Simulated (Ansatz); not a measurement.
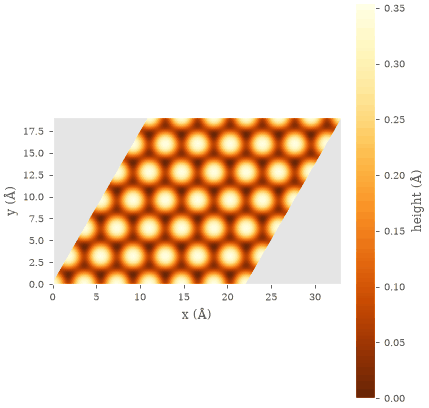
Figure: Simulated constant-current image at -1.8 V from a Fermi level inside the gap (filled states down to 1.0 eV under the valence edge)

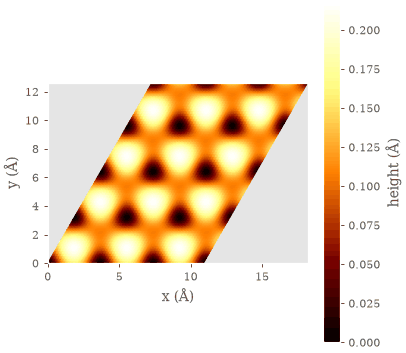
Simulated constant-current image at +1.8 V from a Fermi level inside the gap (empty states up to 1.0 eV over the conduction edge)

Computed with PBE, Tersoff-Hamann images (plane waves, PAW; Ansatz, a program for electronic structure).

Mesh 18×18×1, no spin-orbit coupling, no spin polarisation; biases count from the run's Fermi level. The set point is the mean density 3.5 Å over the top atom.

The sample is: single layer of SnS$_{2}$ (symmetry P-3m1 as a slab, 3 atoms a cell). Atoms are numbered in the order of this list of the upper atoms (x, y, depth in Å): S1 (0.0, 0.0, 0.0); Sn2 (3.7, 2.1, 1.5).

Q: Which sites are bright, and how large is the corrugation?

A: At -1.8 V the maximum lies over S1 and the sites alike, corrugation about 0.35 Å. At +1.8 V the maximum lies over no upper atom, but over the buried S3, corrugation about 0.22 Å.
